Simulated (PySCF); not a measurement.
C₅H₈FGeN

The calculation's input:

```
{"job": {"kind": "uv", "xc": "CAM-B3LYP", "basis": "def2-SVPD", "nstates": 8, "ntriplets": 3}, "charge": 0, "multiplicity": 1}
C      0.620685    -1.560216    -0.504451
C      0.339206    -0.059165    -0.514280
Ge     1.611916     0.900634     0.697407
C     -1.062349     0.230085    -0.074445
C     -1.422743    -0.251599     1.205957
N     -1.672024    -0.653491     2.249772
C     -1.927544     0.919691    -0.818419
F     -3.169255     1.205581    -0.413447
H     -0.049867    -2.086451    -1.183266
H      0.485644    -1.968903     0.496244
H      1.647097    -1.749331    -0.816610
H      0.465011     0.327482    -1.530836
H      1.319038     2.367211     0.694147
H      3.010819     0.689038     0.211631
H      1.509618     0.383909     2.090886
H     -1.712850     1.314467    -1.801703
```

Run with:

```sh
OMP_NUM_THREADS=1 python probes_run.py task.json out
```

Geometry: GFN2-xTB.

Level of theory: PySCF 2.14.0, CAM-B3LYP/def2-SVPD, SCF density, gas phase.

### What can the converged electron density and electron localisation function tell about the bonding?

C–N (1.15 Å): ρ is about 3.6 e/Å³ halfway; the ELF peaks at about 0.85 between the atoms (a short, multiple covalent bond).
C–C (1.33 Å): ρ is about 2.3 e/Å³ halfway; the ELF peaks at about 0.95 between the atoms (a short, multiple covalent bond).
C–F (1.34 Å): the density is about 2.3 e/Å³ at the midpoint; the ELF peaks at about 0.85 between the atoms; a shared but strongly polarised pair.
C–H (1.08 Å): ρ is about 2.1 e/Å³ halfway; the ELF climbs to about 1 towards the hydrogen, as it does in any bond to H: an ordinary covalent bond to hydrogen.

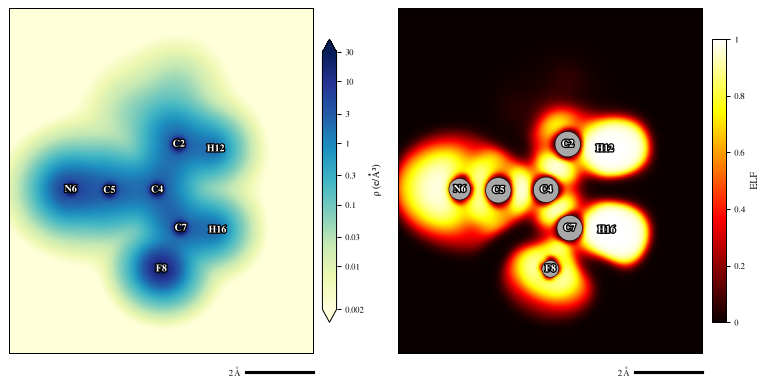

Computed electron density and electron localisation function on the plane of atoms C4, C7 and F8, in this order. Grey discs cover the atomic cores in the ELF map. 
